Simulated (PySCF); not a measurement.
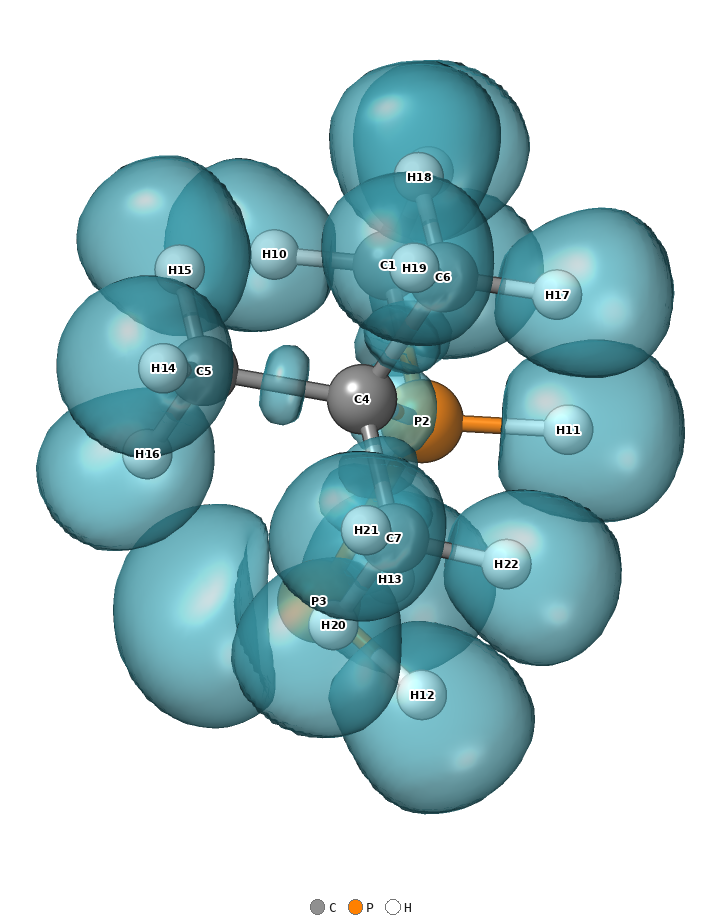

Figure 1: C5H15P2 (charge +1). Isosurface of the ELF at 0.85 (cyan), seen at an oblique angle. Only the valence region is drawn (cores and ρ < 0.01 e/Å³ removed).

Geometry: GFN2-xTB.

Computed with PBE0/pcSseg-1, SCF density, gas phase, non-relativistic (PySCF).

| atom | x (Å) | y (Å) | z (Å) |
| --- | --- | --- | --- |
| C | 1.0923 | -1.9466 | -0.8479 |
| P | 0.7771 | -0.1613 | -0.8549 |
| P | 2.5521 | 0.8823 | -0.1973 |
| C | -0.6719 | 0.2983 | 0.2151 |
| C | -0.3599 | -0.1479 | 1.6399 |
| C | -1.9215 | -0.3871 | -0.3301 |
| C | -0.7996 | 1.8193 | 0.1368 |
| H | 1.8399 | -2.1874 | -1.6050 |
| H | 0.1775 | -2.4967 | -1.0664 |
| H | 1.4737 | -2.2423 | 0.1306 |
| H | 0.3746 | 0.1196 | -2.1542 |
| H | 2.2634 | 2.0025 | -0.9836 |
| H | 3.3246 | 0.2813 | -1.1994 |
| H | -1.1439 | 0.1981 | 2.3096 |
| H | -0.3136 | -1.2326 | 1.7168 |
| H | 0.5847 | 0.2740 | 1.9866 |
| H | -2.0999 | -0.1191 | -1.3708 |
| H | -1.8514 | -1.4701 | -0.2516 |
| H | -2.7875 | -0.0724 | 0.2481 |
| H | 0.0792 | 2.3088 | 0.5592 |
| H | -1.6655 | 2.1450 | 0.7091 |
| H | -0.9350 | 2.1536 | -0.8921 |

**Where are the electrons localised?**

At this value the surface marks out three regions between bonded C–C atoms (shared pairs), two regions between bonded C–P atoms (shared pairs), one region between bonded P–P atoms (shared pairs), 15 regions around hydrogen nuclei and one lobe on P, pointing away from the bonds (lone pairs). Profiles from the grid: C–C (1.53 Å): the ELF peaks at about 0.95 between the atoms (localised, covalent bonding). C–P (1.81 Å): the ELF peaks at about 0.95 between the atoms: a covalent bond.
